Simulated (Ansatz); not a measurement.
**C6H7N (SMILES Cc1ccccn1) at HF/3-21G**

What is the vertical ionisation energy of C6H7N at HF/3-21G? 

Program for the calculation: Ansatz 0.2.0.

41 further runs of the same task are left out: 41 set aside as unsound or not needed. Runs told in other sessions of the task aren't counted.

### Step 1. The molecule

C6H7N has 14 atoms, charge 0, and is taken as a singlet. SMILES: `Cc1ccccn1`. The coordinates come from a PBE0-D4/def2-TZVP relaxation.

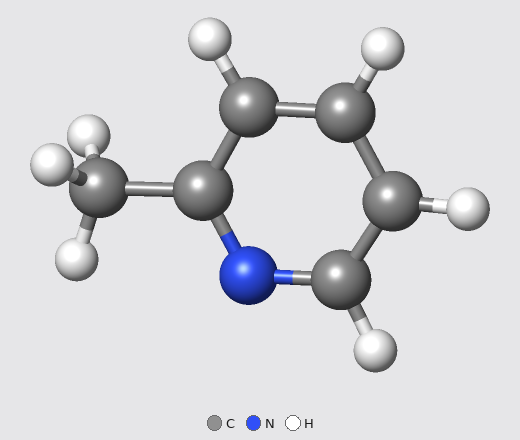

The structure, seen from a chosen angle (carbon grey, nitrogen blue, hydrogen white).

### Step 2. The energy at HF/3-21G

Input file input.yaml:

```yaml
crystal:
  periodic: [false, false, false]
  atoms:
    - symbol: C
      position_ang: [1.529800, 0.592680, 1.489460]
    - symbol: C
      position_ang: [0.498030, 0.271780, 0.453520]
    - symbol: C
      position_ang: [-0.041010, -1.010880, 0.352280]
    - symbol: C
      position_ang: [-0.991540, -1.270440, -0.615810]
    - symbol: C
      position_ang: [-1.381650, -0.242290, -1.460470]
    - symbol: C
      position_ang: [-0.792430, 0.997860, -1.286300]
    - symbol: N
      position_ang: [0.122980, 1.258300, -0.358040]
    - symbol: H
      position_ang: [1.142630, 0.416360, 2.496660]
    - symbol: H
      position_ang: [2.416390, -0.035590, 1.368570]
    - symbol: H
      position_ang: [1.824010, 1.637250, 1.403360]
    - symbol: H
      position_ang: [0.288340, -1.790270, 1.030440]
    - symbol: H
      position_ang: [-1.423340, -2.260480, -0.711850]
    - symbol: H
      position_ang: [-2.123160, -0.395570, -2.234860]
    - symbol: H
      position_ang: [-1.069040, 1.831260, -1.926950]
basis:
  gaussian:
    orbitals: 3-21G.json
hamiltonian:
  xc: hf
accuracy: high
output: {orbitals: {seedname: orbitals}}
```

The basis set 3-21G is read from a file made from the Basis Set Exchange's data (not shown).

On the command line:

```sh
$ ansatz run input.yaml --threads 1 --pin off --max-ram 3480MiB --events-out events.jsonl --progress --plain --runs-dir runs
```

Output:

```text
Warning: RAYON_NUM_THREADS=1 ignored (pool sized by the plan → 1); use --threads N
Functional definition: HF
  name "HF"
  exchange = exact_x
  correlation = 0
1957 factors; integrals over basis functions are off by at most 9.1e-9 eV
mean field evaluation 1: about -7728.5790 eV, gradient 2.9e1 eV
mean field evaluation 2: about -7729.2144 eV, gradient 2.9e1 eV
mean field evaluation 4: about -7731.6827 eV, gradient 4.1e0 eV
mean field evaluation 8: about -7731.7297 eV, gradient 1.4e-1 eV
mean field evaluation 16: about -7731.7299 eV, gradient 2.3e-8 eV
mean field -7731.72985647 eV, -284.1358314705 hartree, gradient 2.3e-8 eV, S^2 0.000000; 0 other end points of the search recorded, 0 dependent functions left out
reference -7731.72985647 eV, -284.1358314705 hartree; 25, 25 occupied and 52, 52 virtual orbitals, 1957 factors
Total energy: -7731.72985647 eV, -284.1358314705 hartree
```

Run time: 1.4 s. Hardware: 1 thread of Intel Xeon 6975P-C (Granite Rapids), shared host; peak memory 0.22 GiB.

### Step 3. The doublet cation, same level

Input file molecule.yaml:

```yaml
crystal:
  periodic: [false, false, false]
  atoms:
    - symbol: C
      position_ang: [1.529800, 0.592680, 1.489460]
    - symbol: C
      position_ang: [0.498030, 0.271780, 0.453520]
    - symbol: C
      position_ang: [-0.041010, -1.010880, 0.352280]
    - symbol: C
      position_ang: [-0.991540, -1.270440, -0.615810]
    - symbol: C
      position_ang: [-1.381650, -0.242290, -1.460470]
    - symbol: C
      position_ang: [-0.792430, 0.997860, -1.286300]
    - symbol: "N"
      position_ang: [0.122980, 1.258300, -0.358040]
    - symbol: H
      position_ang: [1.142630, 0.416360, 2.496660]
    - symbol: H
      position_ang: [2.416390, -0.035590, 1.368570]
    - symbol: H
      position_ang: [1.824010, 1.637250, 1.403360]
    - symbol: H
      position_ang: [0.288340, -1.790270, 1.030440]
    - symbol: H
      position_ang: [-1.423340, -2.260480, -0.711850]
    - symbol: H
      position_ang: [-2.123160, -0.395570, -2.234860]
    - symbol: H
      position_ang: [-1.069040, 1.831260, -1.926950]
basis:
  gaussian: {orbitals: 3-21G.json}
accuracy: high
hamiltonian: {xc: hf}
output: {orbitals: {seedname: orbitals}}
total_charge: 1
magnetization: {spin_polarized: true, initial_magnetization: 1}
```

The basis set 3-21G is read from a file made from the Basis Set Exchange's data (not shown).

On the command line:

```sh
$ ansatz run molecule.yaml --threads 1 --pin off --max-ram 3480MiB --events-out events.jsonl --progress --plain --runs-dir runs
```

Output:

```text
Warning: RAYON_NUM_THREADS=1 ignored (pool sized by the plan → 1); use --threads N
Functional definition: HF
  name "HF"
  exchange = exact_x
  correlation = 0
1955 factors; integrals over basis functions are off by at most 9.1e-9 eV
mean field evaluation 1: about -7719.2100 eV, gradient 2.5e1 eV
mean field evaluation 2: about -7719.8450 eV, gradient 2.5e1 eV
mean field evaluation 4: about -7723.3470 eV, gradient 3.8e0 eV
mean field evaluation 8: about -7723.5385 eV, gradient 4.4e-1 eV
mean field evaluation 16: about -7723.5460 eV, gradient 1.3e-8 eV
mean field evaluation 32: about -7723.4700 eV, gradient 6.0e-1 eV
mean field evaluation 64: about -7723.3283 eV, gradient 8.2e-1 eV
mean field evaluation 96: about -7722.6885 eV, gradient 4.9e-1 eV
mean field evaluation 128: about -7722.7169 eV, gradient 3.7e-1 eV
mean field evaluation 160: about -7723.5708 eV, gradient 5.7e-1 eV
mean field evaluation 192: about -7722.8537 eV, gradient 8.9e-1 eV
mean field -7723.82192834 eV, -283.8452204721 hartree, gradient 8.7e-8 eV, S^2 1.168845; 1 other end points of the search recorded, 0 dependent functions left out
reference -7723.82192834 eV, -283.8452204721 hartree; 25, 24 occupied and 52, 53 virtual orbitals, 1955 factors
Total energy: -7723.82192834 eV, -283.8452204721 hartree
```

Run time: 5.4 s. Hardware: 1 thread of Intel Xeon 6975P-C (Granite Rapids), shared host; peak memory 0.3 GiB.

### Step 4. Outcome

Level: HF/3-21G.

| quantity | value |
| --- | --- |
| singlet C6H7N: total energy | -284.13583 Eh |
| singlet C6H7N: HOMO energy | -9.29 eV |
| singlet C6H7N: LUMO energy | 3.66 eV |
| singlet C6H7N: HOMO–LUMO gap | 12.96 eV |
| doublet cation: total energy | -283.84522 Eh |
| doublet cation: HOMO energy (highest over α and β) | -15.45 eV |
| doublet cation: LUMO energy (lowest over α and β) | -5.36 eV |
| doublet cation: ⟨S²⟩ | 1.169 |
| vertical ionisation energy (to the doublet cation) | 7.908 eV |

**Reading.** The vertical ionisation energy comes to 7.91 eV (763 kJ/mol). −ε(HOMO) before ionisation, 9.29 eV, is 1.39 eV above this ionisation energy. ⟨S²⟩ (doublet cation) is 1.17 where a pure doublet has 0.75: the reference is spin-contaminated.
